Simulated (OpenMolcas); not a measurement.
## Run report: Ce³⁺ complex, multiconfigurational calculation

System: Ce³⁺ with 6 ligands (F; octahedron, 2.3 Å), embedded in CsCaF3 by model potentials and point charges, whose field is part of the energies.
Method: state-averaged CASSCF, active space 1 electron in the shell 4f, basis ANO-RCC-VDZP on the metal and ANO-RCC-VDZP on the ligands, DKH2 scalar Hamiltonian, spin-orbit coupling by RASSI with atomic mean-field integrals (OpenMolcas).

## The input
```
&GATEWAY
Basis set
Ce.ANO-RCC-VDZP.
Ce1 0.0 0.0 0.0 Angstrom
End of basis
Basis set
F.ANO-RCC-VDZP.
L1 2.300000 0.000000 0.000000 Angstrom
L2 0.000000 2.300000 0.000000 Angstrom
L3 0.000000 0.000000 2.300000 Angstrom
End of basis
Basis set
Ca.EMB-AIMP.Lopez-Moraza.10s7p.1s1p.ECP.CsCaF3.
PseudoCharge
* 3 symmetry-unique lattice sites within 7.6 angstrom
End of basis
Basis set
Cs.EMB-AIMP.Lopez-Moraza.0s.0s.ECP.CsCaF3.
PseudoCharge
* 16 symmetry-unique lattice sites within 7.6 angstrom
End of basis
Basis set
Ca.EMB-AIMP.Lopez-Moraza.0s.0s.ECP.CsCaF3.
PseudoCharge
* 6 symmetry-unique lattice sites within 7.6 angstrom
End of basis
Basis set
F.EMB-AIMP.Lopez-Moraza.0s.0s.ECP.CsCaF3.
PseudoCharge
* 27 symmetry-unique lattice sites within 7.6 angstrom
End of basis
Symmetry
XYZ
AngMom=0.0 0.0 0.0
AMFI
RICD
XField
1537 Angstrom 0
* Evjen-weighted lattice charges
&SEWARD
&RASSCF
FileOrb=start.orb
Symmetry=2
Spin=2
nActEl=1 0 0
Inactive=30 27
Ras2=0 7
CIRoot=7 7 1
SDav=7
CIMx=300
Iter=150 100
PrWF=0.3
OrbListing=Nothing
MaxOrb=0
LevShft=1.0
>>> COPY $Project.JobIph JOB001
&RASSI
NrOfJobIphs=1 7
1 2 3 4 5 6 7
IphNames
JOB001
EJob
SpinOrbit
DIPRint=1.0
SOCoupling=1000.0
Subsets=2
Property=9
'ANGMOM' 1 'ANGMOM' 2 'ANGMOM' 3 'MLTPL  1' 1 'MLTPL  1' 2 'MLTPL  1' 3
'AMFI' 1 'AMFI' 2 'AMFI' 3
SOProperty=3
'ANGMOM' 1 'ANGMOM' 2 'ANGMOM' 3
```

The file start.orb holds starting orbitals from an earlier step. A driver script formed the levels outside the program, from RASSI's spin-orbit matrix and the active-space energies, averaged over the components of each term or state.

Hardware: 1 thread of Arm Neoverse V1, 24 GiB of memory available, shared host.

Command:
```bash
OMP_NUM_THREADS=1 MOLCAS_MEM=2457 MOLCAS_PROJECT=a pymolcas a.inp > a.log  # once for each step of the input, in one work folder
```

## Output (extracts)
```
--- SEWARD ---
Basis set label: CE.ANO-RCC...7S6P4D2F1G.

      Electronic valence basis set:
      ------------------
      Associated Effective Charge  58.000000 au
      Associated Actual Charge     58.000000 au
      Nuclear Model: Point charge

      Shell  nPrim  nBasis  Cartesian Spherical Contaminant
         s      25       7        X
         p      22       6        X
         d      15       4                 X
         f      11       2                 X
         g       4       1                 X
                  Relativistic Douglas-Kroll-Hess integrals:
                    - DKH order of Hamiltonian: 2
                    - DKH order of Properties : 0
                  Atomic mean-field integrals
--- RASSCF ---
Wave function specifications:
      -----------------------------

      Number of closed shell electrons         114
      Number of electrons in active shells       1
      Max number of holes in RAS1 space          0
      Max nr of electrons in RAS3 space          0
      Number of inactive orbitals               57
      Number of active orbitals                  7
      Number of secondary orbitals             112
      Spin quantum number                      0.5
      State symmetry                             2
Orbital specifications:
      -----------------------

      Symmetry species                           1   2
                                                ag  au
      Frozen orbitals                            0   0
      Inactive orbitals                         30  27
      Active orbitals                            0   7
      RAS1 orbitals                              0   0
      RAS2 orbitals                              0   7
      RAS3 orbitals                              0   0
      Secondary orbitals                        60  52
      Deleted orbitals                           0   0
      Number of basis functions                 90  86
      Number of CSFs                             7
      Number of root(s) required                 7
      Iter CI   SX   CI       RASSCF       Energy    max ROT     max BLB   max BLB  Level Ln srch  Step   QN
          iter iter root      energy       change     param      element    value   shift minimum  type update
 Nr of preliminary CI iterations:   1
      Total energies have been shifted. Add                -9000.00 au
        1   1    9    0  -451.69171053    0.00E+00   6.64E-02   15  83 2  3.19E-01*  0.55   0.00    SX    NO
        2   1    9    0  -452.49137955   -8.00E-01*  3.71E-02   30  33 1  1.25E-01*  0.67   0.00    SX    NO
        3   1    9    0  -452.57182911   -8.04E-02* -1.77E-02   30  33 1  6.06E-02*  0.72   0.00    SX    NO
        4   1    8    0  -452.58675292   -1.49E-02* -9.50E-03   30  33 1  3.25E-02*  0.73   0.00    SX    NO
        5   1    8    0  -452.59021268   -3.46E-03*  9.06E-03   30  33 1  1.73E-02*  0.73   2.00    LS   YES
        6   1    8    0  -452.59137168   -1.16E-03*  1.28E-03   30  79 1 -3.46E-03*  0.74   1.05    QN   YES
        7   1    7    0  -452.59147847   -1.07E-04*  8.45E-04   12  31 2  1.58E-03*  0.74   1.66    LS   YES
        8   1    7    0  -452.59149868   -2.02E-05* -4.09E-04   12  31 2  9.12E-04*  0.74   1.01    QN   YES
        9   1    6    0  -452.59150658   -7.90E-06* -2.06E-04   12  31 2  5.33E-04*  0.74   1.20    QN   YES
       10   1    6    0  -452.59150781   -1.24E-06* -9.20E-05   12  31 2  2.52E-04*  0.74   1.45    LS   YES
       11   1    6    0  -452.59150795   -1.38E-07* -5.30E-05   24  85 1 -1.57E-04*  0.74   1.03    QN   YES
       12   1    5    0  -452.59150811   -1.60E-07* -3.83E-05   15  84 2 -7.13E-05   0.74   1.72    LS   YES
       13   1    5    0  -452.59150813   -1.81E-08*  1.34E-05   27  75 2 -4.99E-05   0.74   0.71    QN   YES
       14   1    4    0  -452.59150814   -1.24E-08* -6.18E-06   27  75 2 -1.38E-05   0.74   1.35    QN   YES
       15   1    4    0  -452.59150814   -3.36E-09  -1.68E-06   20  34 1  3.34E-06   0.74   1.02    QN   YES
      Convergence after 15 iterations
       16   1    4    0  -452.59150814    5.66E-10  -1.68E-06   25  32 1  1.49E-06   0.74   1.02    QN   YES
      Natural orbitals and occupation numbers for root  1
      sym 2:  -0.000000   1.000000   0.000000  -0.000000   0.000000  -0.000000   0.000000
      Natural orbitals and occupation numbers for root  2
      sym 2:   0.000000   1.000000   0.000000   0.000000   0.000000   0.000000   0.000000
      Natural orbitals and occupation numbers for root  3
      sym 2:  -0.000000   0.000000   0.000000   0.000000   1.000000  -0.000000  -0.000000
::    RASSCF root number  1 Total energy:  -9452.59685803
::    RASSCF root number  2 Total energy:  -9452.59376061
::    RASSCF root number  3 Total energy:  -9452.59376061
::    RASSCF root number  4 Total energy:  -9452.59376061
::    RASSCF root number  5 Total energy:  -9452.58747238
::    RASSCF root number  6 Total energy:  -9452.58747238
::    RASSCF root number  7 Total energy:  -9452.58747238
--- RASSI ---
SPIN-FREE ENERGIES:
  (Shifted by EMIN (a.u.) =      -9452.5968580276)

 SF State       Relative EMIN(au)   Rel lowest level(eV)    D:o, cm**(-1)

     1             0.0000000000        0.0000000000              0.0000
     2             0.0030974139        0.0842849258            679.8038
     3             0.0030974139        0.0842849258            679.8038
     4             0.0030974139        0.0842849258            679.8038
     5             0.0093856475        0.2553964787           2059.9115
     6             0.0093856475        0.2553964787           2059.9115
     7             0.0093856475        0.2553964787           2059.9115
     Dipole printing threshold changed to   1.00000000E+00
Eigenvalues of complex Hamiltonian:
   -----------------------------------
  (Shifted by EMIN (a.u.) =      -9452.5968580276)

 SO State       Relative EMIN(au)   Rel lowest level(eV)    D:o, cm**(-1)

     1            -0.0045884132        0.0000000000              0.0000
     2            -0.0045884132        0.0000000000              0.0000
     3             0.0000603942        0.1265004935           1020.2953
     4             0.0000603942        0.1265004935           1020.2953
     5             0.0000603942        0.1265004939           1020.2953
     6             0.0000603942        0.1265004939           1020.2953
     7             0.0061516438        0.2922518380           2357.1700
     8             0.0061516438        0.2922518380           2357.1700
     9             0.0109268547        0.4221919459           3405.2077
    10             0.0109268547        0.4221919459           3405.2077
    11             0.0109268547        0.4221919463           3405.2077
    12             0.0109268547        0.4221919463           3405.2077
    13             0.0139114558        0.5034070804           4060.2519
    14             0.0139114558        0.5034070804           4060.2519
Weights of the five most important spin-orbit-free states for each spin-orbit state.

 SO State  Total energy (au)           Spin-free states, spin, and weights
 -------------------------------------------------------------------------------------------------------
    1        -0.004588       1 0.5  0.5728    3 0.5  0.1424    2 0.5  0.1424    4 0.5  0.1424    5 0.5  0.0000
    2        -0.004588       1 0.5  0.5728    3 0.5  0.1424    2 0.5  0.1424    4 0.5  0.1424    5 0.5  0.0000
    3         0.000060       4 0.5  0.3952    2 0.5  0.2292    5 0.5  0.2185    6 0.5  0.1102    3 0.5  0.0255
    4         0.000060       4 0.5  0.3952    2 0.5  0.2292    5 0.5  0.2185    6 0.5  0.1102    3 0.5  0.0255
    5         0.000060       3 0.5  0.4078    7 0.5  0.2120    2 0.5  0.2040    6 0.5  0.1232    4 0.5  0.0381
    6         0.000060       3 0.5  0.4077    7 0.5  0.2120    2 0.5  0.2041    6 0.5  0.1232    4 0.5  0.0381
    7         0.006152       1 0.5  0.4272    4 0.5  0.1909    2 0.5  0.1909    3 0.5  0.1909    6 0.5  0.0000
    8         0.006152       1 0.5  0.4272    4 0.5  0.1909    2 0.5  0.1909    3 0.5  0.1909    6 0.5  0.0000
    9         0.010927       7 0.5  0.4037    3 0.5  0.2142    6 0.5  0.2083    2 0.5  0.1208    5 0.5  0.0378
   10         0.010927       7 0.5  0.4031    3 0.5  0.2141    6 0.5  0.2085    2 0.5  0.1207    5 0.5  0.0383
   11         0.010927       5 0.5  0.3954    6 0.5  0.2249    4 0.5  0.2183    2 0.5  0.1126    7 0.5  0.0295
   12         0.010927       5 0.5  0.3950    6 0.5  0.2248    4 0.5  0.2181    2 0.5  0.1127    7 0.5  0.0301
```

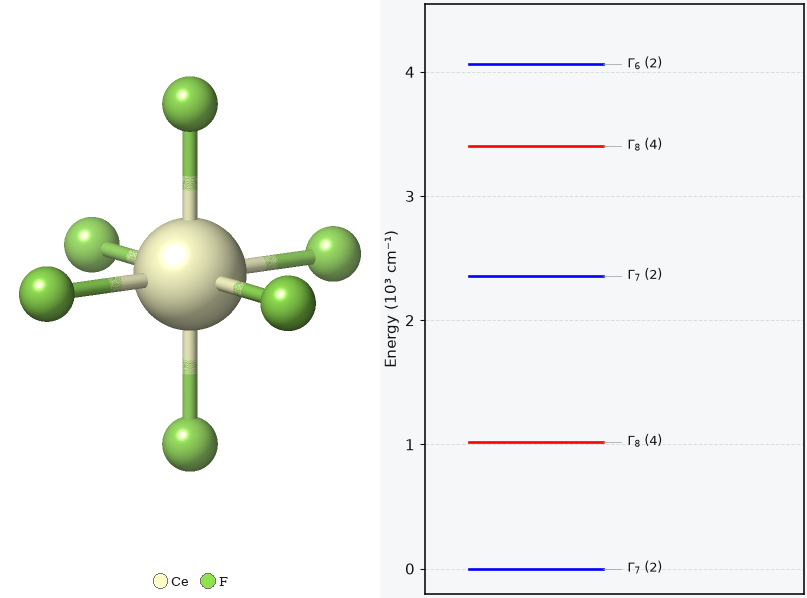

Fig. 1: Ce³⁺ (4f) as a dopant in CsCaF₃, a cluster with its 6 nearest F⁻ at 2.300 Å (octahedron) embedded in model potentials and point charges; the geometry was set, not optimised, and its levels. Labels give the representation in O, Td, D4 or D3 as the site allows (double group for half-integer spin) where it could be assigned and, in brackets, the degeneracy; spin-free states, where drawn, share the zero of the spin-orbit levels. The ground level is Γ₇, a Kramers doublet, 100 % from states of spin multiplicity 2, effective J = 2.54, with |mJ| = 3/2 the largest share (82 %). Its principal g values are 1.13, 1.13 and 1.13, isotropic. The next level lies at 1,020 cm⁻¹ (Γ₈). The lowest J multiplet spreads over 1,020 cm⁻¹. The active orbitals hold 99 to 100 % metal character (Löwdin), and the Mulliken charge of the metal is +2.42.

## Summary

```tsv
quantity	value
outcome	converged
energy of the lowest spin-free term	−9452.59686 hartree
energy of the lowest spin-orbit level	−9452.60145 hartree
largest spread among components of a term	0.0 cm⁻¹
wall time	20 s
peak memory	0.6 GiB
```

## Remarks

Caveats: the geometry is set by hand, with no relaxation.
